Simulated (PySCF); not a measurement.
**C5H10FNSi: density, localisation and related maps**

```xyz
18

F    -3.2716   -0.1734    1.3565
C    -2.5786    0.1793    0.2239
C    -1.3980    1.1253    0.4550
C    -0.5091    0.1909   -0.3994
C     0.8114   -0.1635    0.1898
N     1.8790    0.0203   -0.4321
Si    3.5452   -0.2315   -0.0947
C    -1.6146   -0.8855   -0.3047
H    -3.3211    0.5317   -0.4966
H    -1.5094    2.1460    0.1004
H    -1.1014    1.1342    1.5022
H    -0.3674    0.5624   -1.4140
H     0.7614   -0.5869    1.2040
H     3.8770   -0.8300    1.2051
H     3.9708   -1.1121   -1.1786
H     4.1083    1.1126   -0.1882
H    -1.3993   -1.6323    0.4576
H    -1.8914   -1.3810   -1.2312
```

Geometry: GFN2-xTB.

Level of theory: CAM-B3LYP/def2-SVPD, SCF density, gas phase (PySCF).

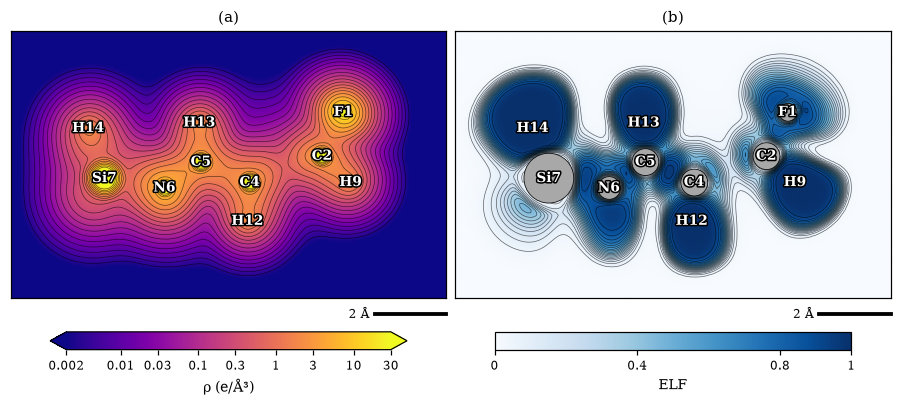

Figure 1. (a) electron density; (b) electron localisation function on the plane of atoms C4, C5 and H13. Grey discs cover the atomic cores in the ELF map.

### What do the fields say about this system?

- The section cuts through F, C, N, Si and H sites.
- C–N (1.25 Å): ρ is about 2.9 e/Å³ halfway; the ELF peaks at about 0.90 between the atoms (a multiple bond).
- C–F (1.37 Å): ρ is about 2.1 e/Å³ halfway, with its minimum of 1.6 e/Å³ about 0.5 Å from C; the ELF peaks at about 0.85 between the atoms; a shared but strongly polarised pair.
- C–C (1.49 Å): ρ at the midpoint is about 1.8 e/Å³; the ELF peaks at about 0.95 between the atoms, as expected for a covalent bond.
- Si–N (1.72 Å): ρ at the midpoint is about 1.1 e/Å³; the ELF peaks at about 0.95 between the atoms: a shared but strongly polarised pair.
- C–H (1.09 Å): ρ at the midpoint is about 2 e/Å³; the ELF climbs to about 1 towards the hydrogen, as it does in any bond to H (a covalent bond by its length).
- The ELF also peaks beside N6 and F1, away from the bonds: lone-pair regions.

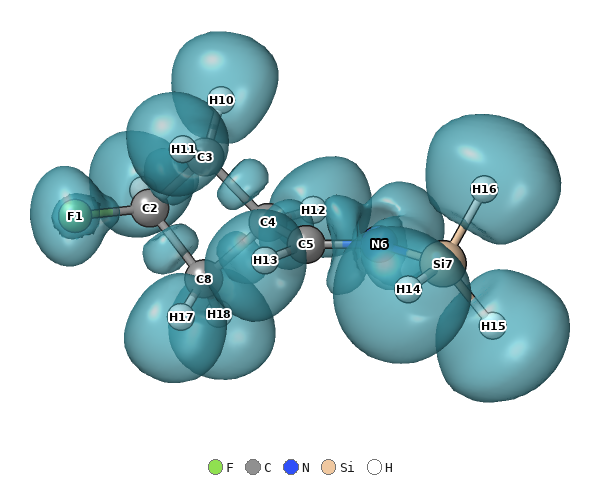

Figure 2. Isosurface of the electron localisation function at 0.75 (cyan), seen at an oblique angle. Core shells and regions of very low density are left out.

### Identify the bonds, lone pairs and shells in this picture.

The surface consists of five regions between bonded C–C atoms (shared pairs), ten regions around hydrogen nuclei, one region on F in which the atom's valence shell and bonds are merged and one region on N in which the atom's valence shell and bonds are merged.

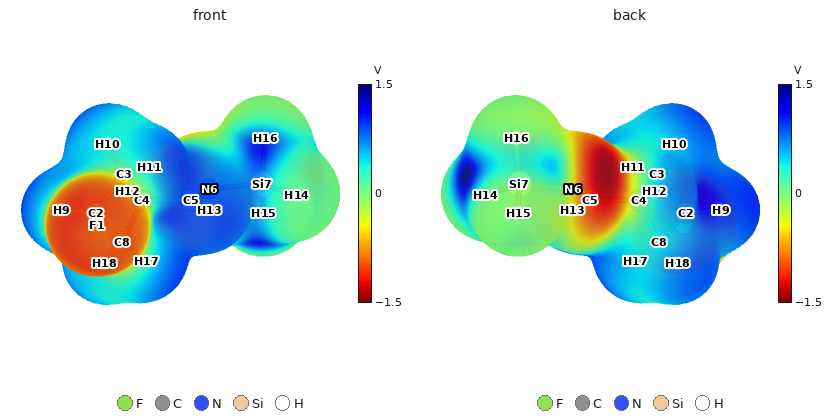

Figure 3. The molecular electrostatic potential painted on the density surface at 0.002 e/bohr³, seen from the front and from behind; red is negative and blue positive.

### Describe the electrostatic potential map.

The most negative region (about −1.3 V) lies over N6, the most positive (about +1.3 V) over Si7. N6 is the likeliest acceptor of a hydrogen bond.

### What dipole moment does the calculation give?

Its dipole moment is 0.47 D.
